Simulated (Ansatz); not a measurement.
**C6H14Cl2HfO2 (SMILES CC(C)[O][Hf]([Cl])([Cl])[O]C(C)C): density, localisation and related maps**

The calculation's input:

```
crystal:
  periodic: [false, false, false]
  atoms:
    - {symbol: C, position_ang: [0.956802, -1.996903, 0.350015]}
    - {symbol: C, position_ang: [-0.356821, -2.174071, 1.084295]}
    - {symbol: C, position_ang: [-1.174201, -3.329776, 0.544608]}
    - {symbol: O, position_ang: [-1.110984, -0.990807, 0.999757]}
    - {symbol: Hf, position_ang: [-1.927659, 0.681525, 0.665495]}
    - {symbol: Cl, position_ang: [-2.576556, 1.644920, 2.728771]}
    - {symbol: Cl, position_ang: [-3.772869, 0.342772, -0.778656]}
    - {symbol: O, position_ang: [-0.687748, 1.828192, -0.185812]}
    - {symbol: C, position_ang: [0.394915, 2.488214, -0.793057]}
    - {symbol: C, position_ang: [1.511937, 2.663816, 0.215439]}
    - {symbol: C, position_ang: [0.834896, 1.718999, -2.022001]}
    - {symbol: H, position_ang: [1.577829, -2.889433, 0.452966]}
    - {symbol: H, position_ang: [1.511062, -1.145521, 0.750476]}
    - {symbol: H, position_ang: [0.775510, -1.825670, -0.714625]}
    - {symbol: H, position_ang: [-0.150841, -2.347452, 2.148470]}
    - {symbol: H, position_ang: [-1.398904, -3.173839, -0.513643]}
    - {symbol: H, position_ang: [-2.116704, -3.419732, 1.087143]}
    - {symbol: H, position_ang: [-0.624729, -4.268177, 0.647734]}
    - {symbol: H, position_ang: [0.033714, 3.477619, -1.101387]}
    - {symbol: H, position_ang: [1.892628, 1.689043, 0.532599]}
    - {symbol: H, position_ang: [1.154212, 3.200166, 1.096049]}
    - {symbol: H, position_ang: [2.338088, 3.229122, -0.221633]}
    - {symbol: H, position_ang: [1.634678, 2.251377, -2.541655]}
    - {symbol: H, position_ang: [1.207836, 0.731451, -1.737277]}
    - {symbol: H, position_ang: [0.000506, 1.590068, -2.713768]}
basis:
  gaussian: {orbitals: def2-TZVPP}
hamiltonian: {xc: pbe0, dispersion: d4}
output: {orbitals: {seedname: orbitals}}
```

Command:

```sh
ansatz run in.yaml --threads 11 --pin off --events-out ev --progress --plain --max-ram 174080MiB --backend cuda --devices 0, --max-vram 75GiB
```

Geometry: PBE0-D4/def2-TZVP; core potentials replace the inner electrons of Hf.

All numbers below come from RKS PBE0-D4/def2-TZVPP in Ansatz 0.2.0.

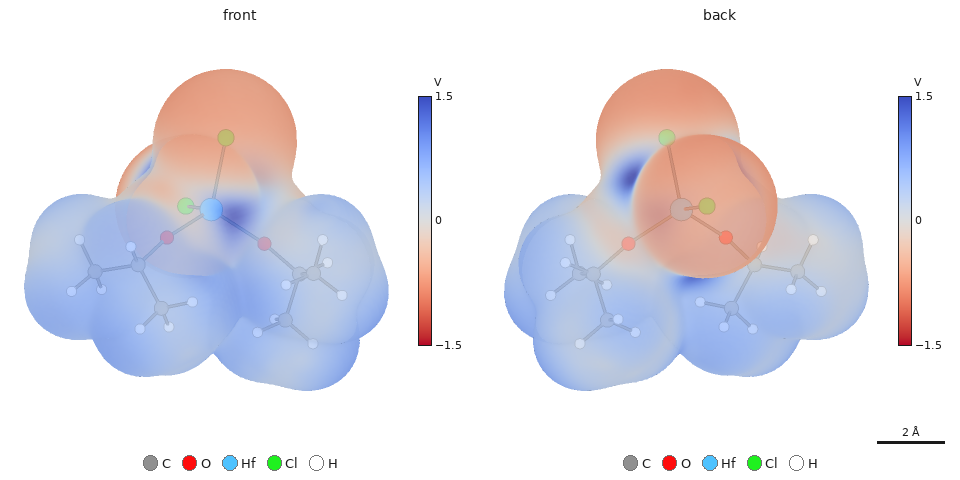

Figure 1. The electrostatic potential painted on the density surface at 0.001 e/bohr³, seen from the front and from behind; the colour scale runs from red (negative) to blue (positive).

**Where is the surface potential most negative and most positive?**

The most negative region (about −0.7 V) lies over Cl6 and Cl7, the most positive (about +1.2 V) over Hf5.

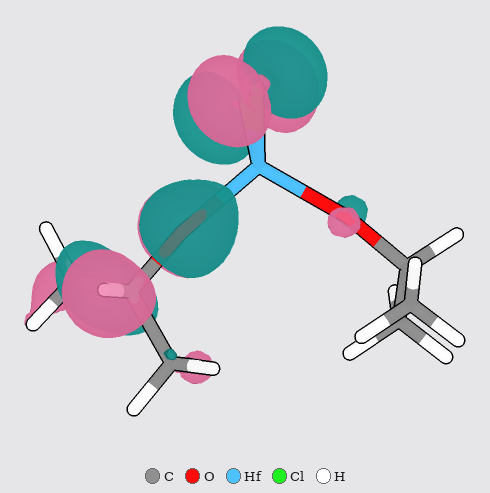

Figure 2. The HOMO−1 at ±0.1 Å⁻³ᐟ² (teal and pink are the two phases), seen across its widest extent.

**Describe this orbital and give its energy.**

Its weight (Hirshfeld) is mainly on O4 (about 30 %), Cl7 (about 20 %), Cl6 (about 15 %), C2 (about 10 %) and H15 (about 5 %). Its energy is −8.47 eV.

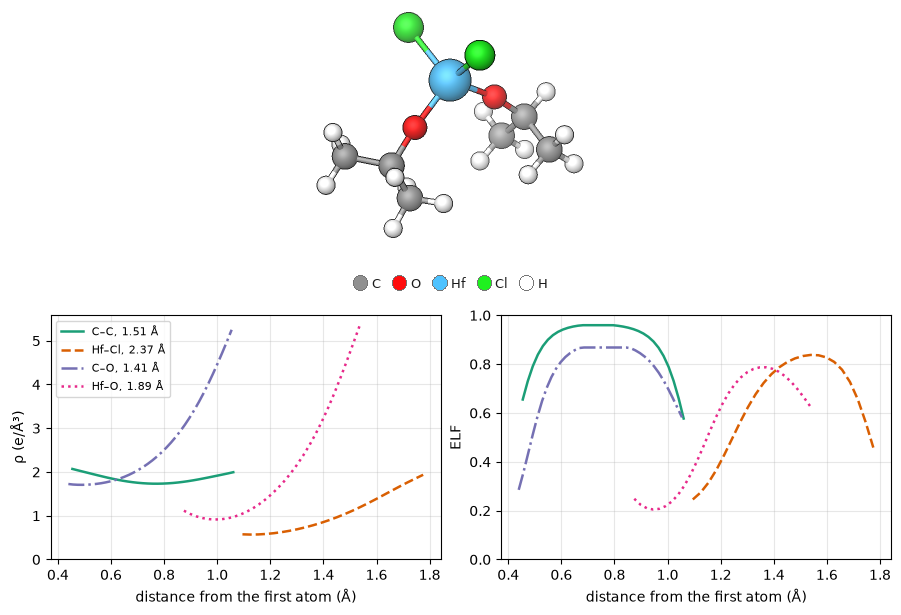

Figure 3. Electron density and ELF along straight lines between neighbouring atoms. The curves leave out the atomic cores. The structure is drawn too.

**What can be read from the curves?**

C–C (1.51 Å): the density is about 1.7 e/Å³ at the midpoint; the ELF peaks at about 0.95 between the atoms, as expected for a covalent bond.
Hf–Cl (2.37 Å): ρ is about 0.58 e/Å³ halfway; the ELF peaks at about 0.85 in the valence shell of Cl, 0.8 Å from its nucleus, and is about 0.35 at the midpoint.
C–O (1.41 Å): ρ at the midpoint is about 2 e/Å³, with its minimum of 1.7 e/Å³ about 0.5 Å from C; the ELF peaks at about 0.85 between the atoms: a polar covalent bond.
Hf–O (1.89 Å): ρ is about 0.95 e/Å³ halfway; the ELF peaks at about 0.80 in the valence shell of O, 0.5 Å from its nucleus, and drops to about 0.20 between the two atoms.
